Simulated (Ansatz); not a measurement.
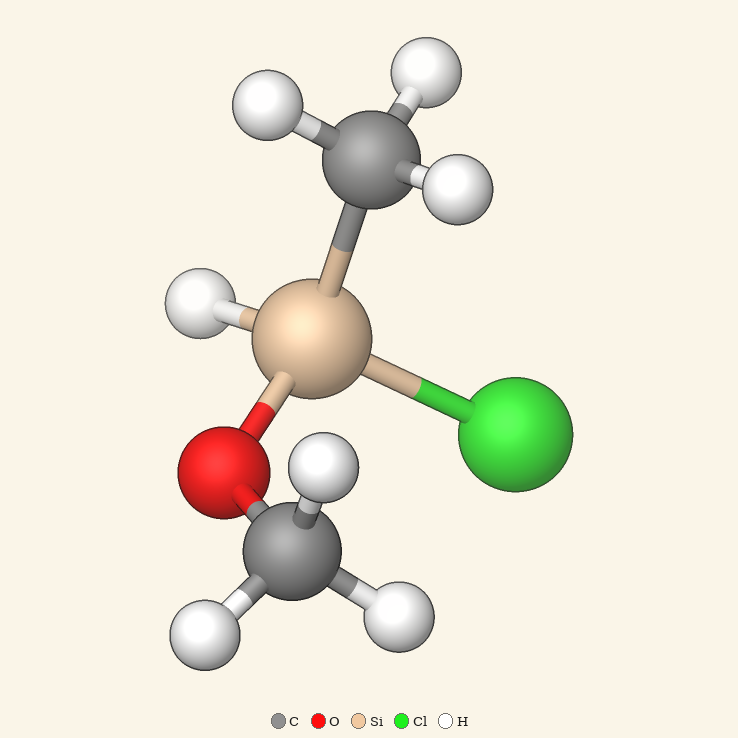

Give the formula.

Answer. C2H7ClOSi, 12 atoms: 2 carbon, 7 hydrogen, 1 chlorine, 1 oxygen and 1 silicon.

Does it have rings?

Answer. It has no ring.

Name functional groups in it.

Answer. Among them: Si–H bond, Si–O bond.

More results for the same structure follow; atom numbers are the same in all pictures, views and colours differ. The geometry was computed by an optimisation with PBE0-D4/def2-TZVP.

## Symmetry

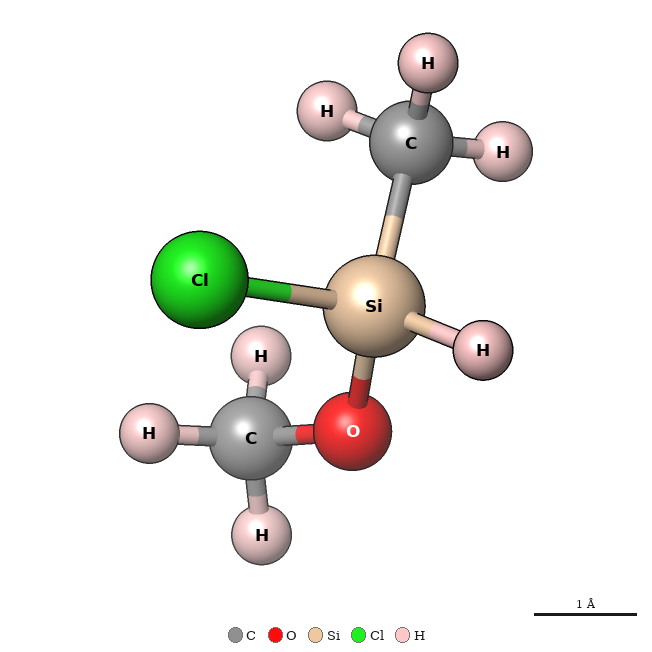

Distant atoms are faded towards the background colour. Masses are those of the most abundant isotopes; constants are for the rigid equilibrium geometry.

Classify the rotor and give the rotational constants (MHz).

Answer. An asymmetric top (C1): A = 3652, B = 2422, C = 1772 MHz. Ray's parameter κ is −0.31, nearer the prolate limit.

## Vibrations

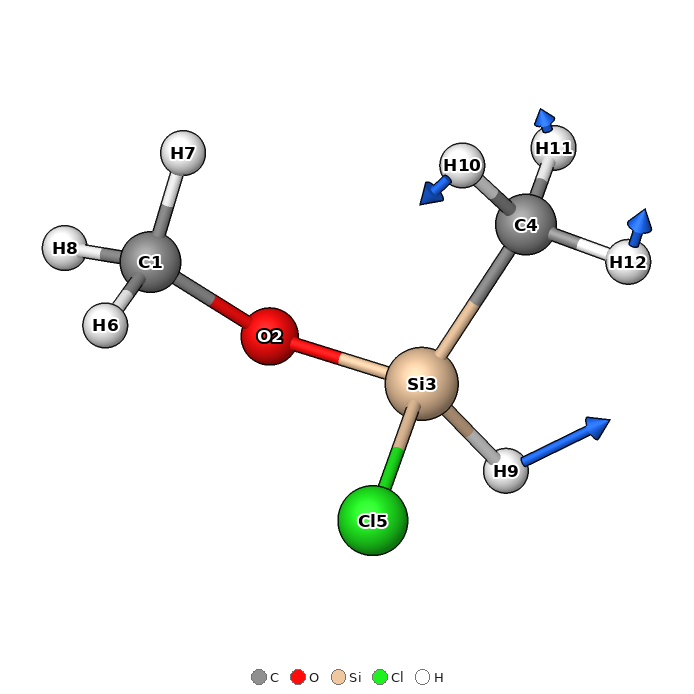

The arrows show one normal mode. Harmonic vibrations computed with RKS PBE0-D4/def2-TZVP (Ansatz 0.2.0) at a stationary point of the same level.

What kind of motion is it?

Answer. Mostly angle bending.

Estimate its harmonic wavenumber.

Answer. 907 cm⁻¹; it is mode 14 of 30 counted from the lowest.

## Dipole moment

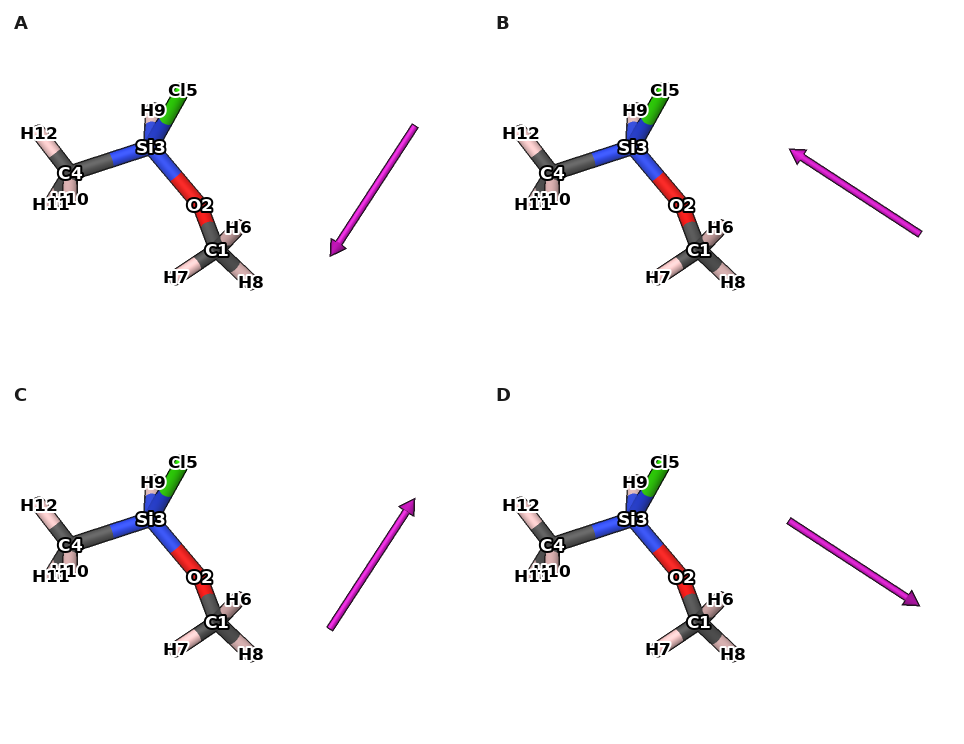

The same molecule four times, each with an arrow. Properties computed with RKS r2SCAN-D4/def2-TZVPP (Ansatz 0.2.0).

Which arrow points along the dipole moment, from the negative to the positive end?

Answer. A. The dipole moment is 2.03 D; it points from the side of Cl5 to the side of H7, H11 (the outermost atoms at the two ends).

## Thermal motion

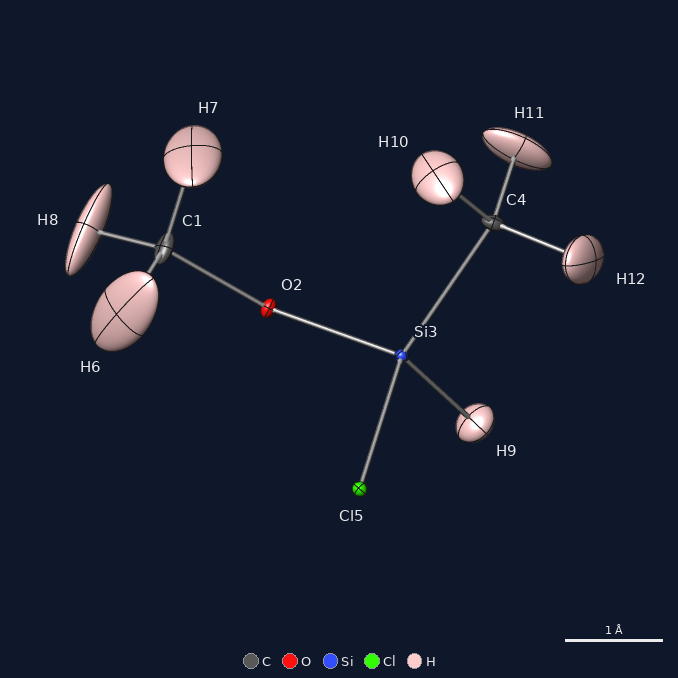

Displacement ellipsoids at the 50 % level, from the internal vibrations of the free molecule (harmonic, no overall translation or rotation; no half-axis is drawn under 0.075 Å). Vibrations computed with RKS PBE0-D4/def2-TZVP (Ansatz 0.2.0). Temperature: 100 K.

Which atom has the largest mean-square displacement?

Answer. H7, with U_eq = 0.0620 Å².

Does H7 move more along its bond or across it?

Answer. Across it: the root-mean-square amplitude is 0.119 Å along the bond and up to 0.373 Å across, since bending and torsion are softer than stretching.

List U_eq and the three principal root-mean-square amplitudes for each kind of atom.

```
atom  U_eq (Å²)   rms amplitudes (Å)
  C1     0.0068  0.030, 0.070, 0.120
  O2     0.0027  0.031, 0.046, 0.071
 Si3     0.0011  0.028, 0.032, 0.037
  C4     0.0040  0.037, 0.057, 0.085
 Cl5     0.0013  0.019, 0.028, 0.053
  H6     0.0618  0.090, 0.207, 0.367
  H7     0.0620  0.088, 0.199, 0.373
  H8     0.0481  0.093, 0.133, 0.344
  H9     0.0170  0.091, 0.146, 0.147
 H10     0.0325  0.089, 0.172, 0.245
 H11     0.0322  0.089, 0.152, 0.256
 H12     0.0309  0.100, 0.164, 0.236
```
